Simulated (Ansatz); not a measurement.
```yaml
atoms:
  - { symbol: B, position_ang: [-0.8044, -0.9148, 2.3000] }
  - { symbol: F, position_ang: [-3.1218, 1.6104, 3.8462] }
  - { symbol: Ge, position_ang: [-2.5051, 1.7037, 2.2067] }
  - { symbol: O, position_ang: [-1.5380, 0.2084, 2.2703] }
  - { symbol: H, position_ang: [-1.3142, -1.9635, 1.9637] }
  - { symbol: H, position_ang: [0.3548, -0.8551, 2.6544] }
```

Geometry: r2SCAN-D4/def2-SVP.

All numbers below come from Ansatz 0.2.0, isolated molecule in a Gaussian basis; Kohn-Sham density functional theory, functional PBE0.

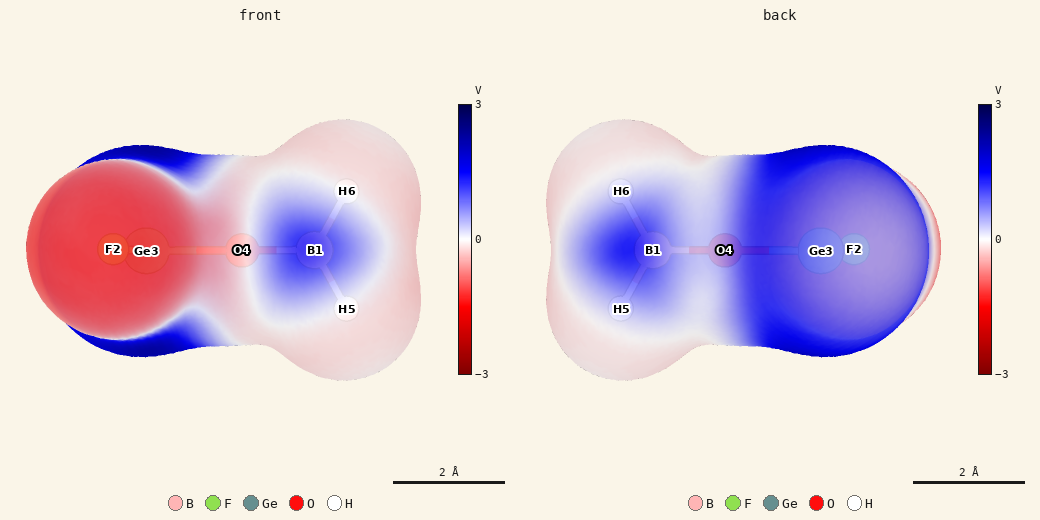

BFGeH2O (SMILES B[O][Ge][F]). The electrostatic potential painted on the density surface at 0.002 e/bohr³, seen from the front and from behind; red is negative and blue positive.

Where is the surface potential most negative and most positive?

The most negative region (about −1.2 V) lies over F2, the most positive (about +2.2 V) over Ge3.
